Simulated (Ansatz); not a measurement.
System: a slab cut from Si₂Ni (slab content Si₁₂Ni₆), space group Fm-3m (No. 225).

Starting cell:
```yaml
crystal:
  lattice:
    - [0.00000, 2.69570, 2.69570]
    - [2.69570, 0.00000, 2.69570]
    - [2.69570, 2.69570, 0.00000]
  atoms:
    - { symbol: Si, position: [0.25000, 0.25000, 0.25000] }
    - { symbol: Si, position: [0.75000, 0.75000, 0.75000] }
    - { symbol: Ni, position: [0.00000, 0.00000, 0.00000] }
```

Calculation (Ansatz 0.2.0): spacing and rumpling of the atomic planes of a slab cut from the relaxed bulk cell along the Miller plane (conventional indices), bottom to top, after all atoms relax, plane waves with PAW datasets, Γ-centred k mesh. Level: PBEsol, no spin polarisation.

- space group in which the indices count: 225
- Miller index h: 1
- Miller index k: 1
- Miller index l: 0
- top plane: Si2Ni
- bottom plane: Si2Ni
- planes: 6
- surface cell: (1, 1)
- slab thickness as cut: 9.53 Å
- vacuum: 15 Å
- surface area: 20.55 Å²
- surface a: 3.812 Å
- surface b: 5.391 Å
- surface angle: 90 °
- slab atoms: 18
- wave cutoff: 420 eV
- k mesh: 9×7×1
- occupations: Gaussian
- smearing width: 0.1 eV
- boundary: dipole corrected

What does the calculation give for the spacing change of each pair of planes? The cases: 1–2; 2–3; 3–4; 4–5; 5–6.

The least value, −0.016 Å, is that of 3–4, and the largest, 0.005 Å, that of 2–3 and 4–5.

```
pair of planes  spacing change (Å)  spacing to next (Å)
           1–2              -0.010                1.896
           2–3               0.005                1.911
           3–4              -0.016                1.891
           4–5               0.005                1.911
           5–6              -0.010                1.896
```

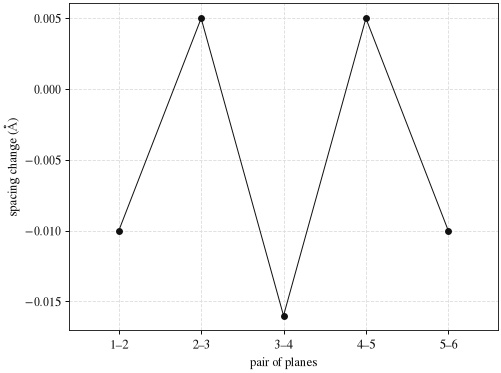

Keep in mind: coarse k mesh; k mesh lowers the symmetry; no spin polarisation, a magnetic state may lie lower; xc potential rough in thin density.
